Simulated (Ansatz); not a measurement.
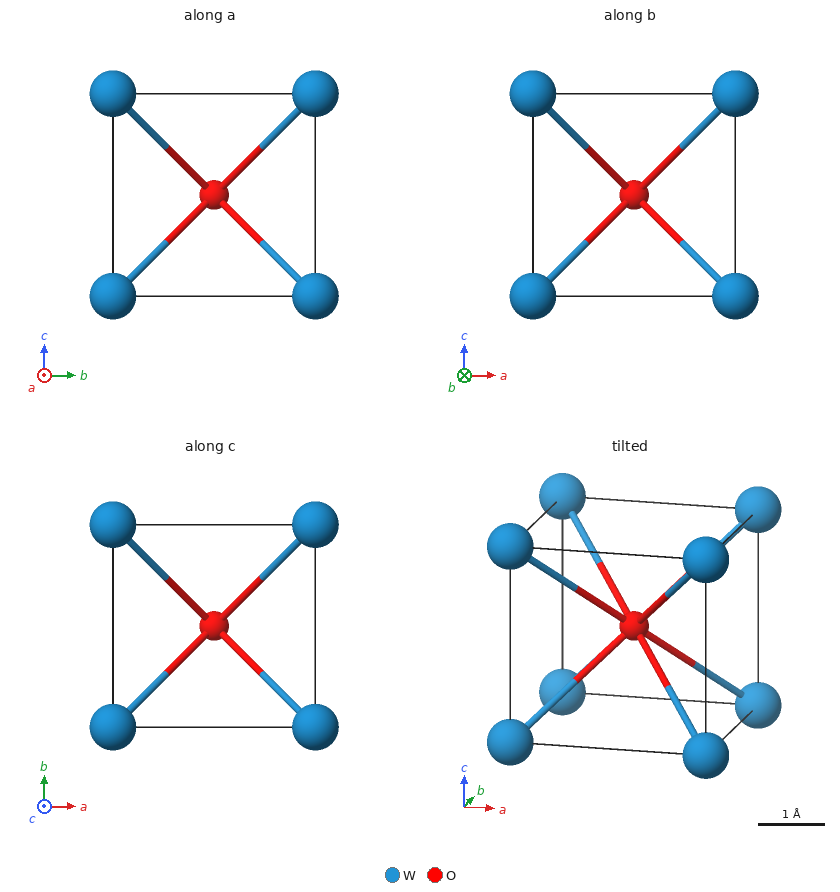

Ball-and-stick drawing of the structure, looking along the a axis, along the b axis, along the c axis and slightly off an axis. Thin lines show the conventional unit cell, with boundary atoms drawn in all their periodic places.

Lattice parameters: a = 3.094 Å, b = 3.094 Å, c = 3.094 Å, α = 90.00°, β = 90.00°, γ = 90.00°. Put a along x and b in the xy plane.

Question: Reconstruct the structure as a POSCAR file.

Answer:
```
W O
1.0
     3.094    0.000    0.000
     0.000    3.094    0.000
     0.000    0.000    3.094
W O
1 1
Direct
  0.0000 0.0000 0.0000
  0.5000 0.5000 0.5000
```

Provenance: a structure type filled with these elements by a generator (whether the compound takes this form wasn't checked). Earlier steps of the study, as a rule a relaxation of our own, may have changed the cell and positions, so they can lie some per cent off the listed ones. A calculation with Ansatz used it as input.

At this level of theory the run's own cell isn't at rest (stretched, at -19 GPa), so its distances can differ from those at equilibrium, the more so the softer the solid.
